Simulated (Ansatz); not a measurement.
The figure comes from a scan of Au (fcc, Cu type): one Au atom of a 4-atom cell moves by s along Cartesian z, with its periodic images. Calculation: PBE (plane waves to 420 eV, PAW, scalar-relativistic; Ansatz, a program for electronic structure). k mesh 9×9×9 (Γ-centred), Fermi-Dirac smearing 0.05 eV. The energy includes the smearing's −TS. With partly filled bands, energies and forces of such displacements shift with the k mesh and the smearing. Au was relaxed with its symmetry unable to fall. Spin-orbit coupling is left out, though Au is heavy. The PAW data are Ansatz's earlier set. ΔE is measured from the undisplaced structure.

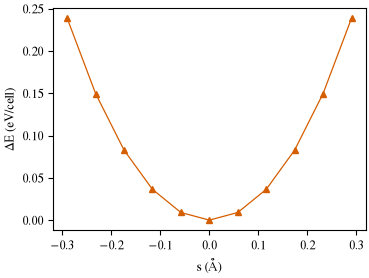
Fig. 1. ΔE (eV/cell) against s (Å); one marker a computed point.

Question: List the plotted points as numbers.

Answer: To the nearest 0.005:

```tsv
s (Å)	ΔE (eV/cell)
-0.290	0.240
-0.232	0.150
-0.174	0.085
-0.116	0.035
-0.058	0.010
0.000	0.000
0.058	0.010
0.116	0.035
0.174	0.085
0.232	0.150
0.290	0.240
```

(A displaced cell: forces are minus the slopes of the energy, force constants its curvatures, and phonons follow from these.)
